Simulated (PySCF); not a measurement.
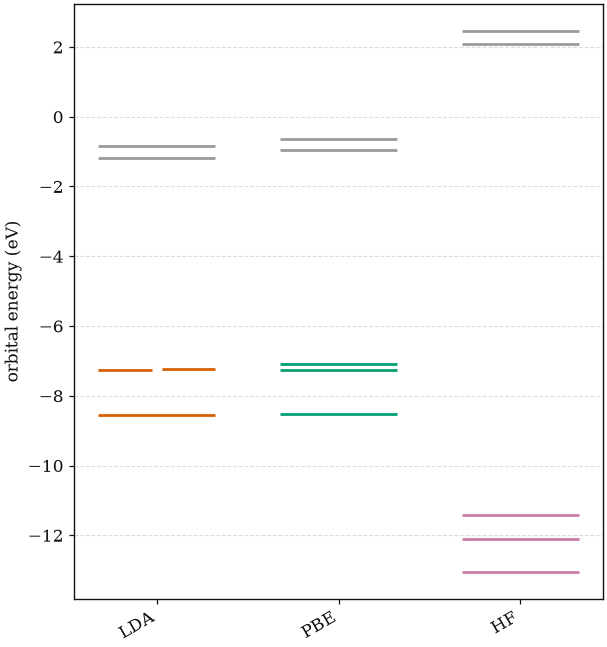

Frontier orbital energies of BGeNH₆, SMILES B[NH][GeH3], singlet at one geometry, def2-SVPD, PySCF, at a PBE0-D3(BJ)/def2-SVP geometry (no frequency check). Empty levels are grey, levels within 0.1 eV stand side by side; all columns show the same few orbitals around the gap.

> Compare the HOMO-LUMO separations.

The separation grows from 6.04 eV (LDA) to 13.50 eV (HF).

| level | HOMO (eV) | LUMO (eV) | separation (eV) |
| --- | --- | --- | --- |
| LDA | −7.23 | −1.19 | 6.04 |
| PBE | −7.10 | −0.95 | 6.14 |
| HF | −11.41 | 2.09 | 13.50 |

Caveats, for all or some of the runs: empty levels above zero depend strongly on the basis.
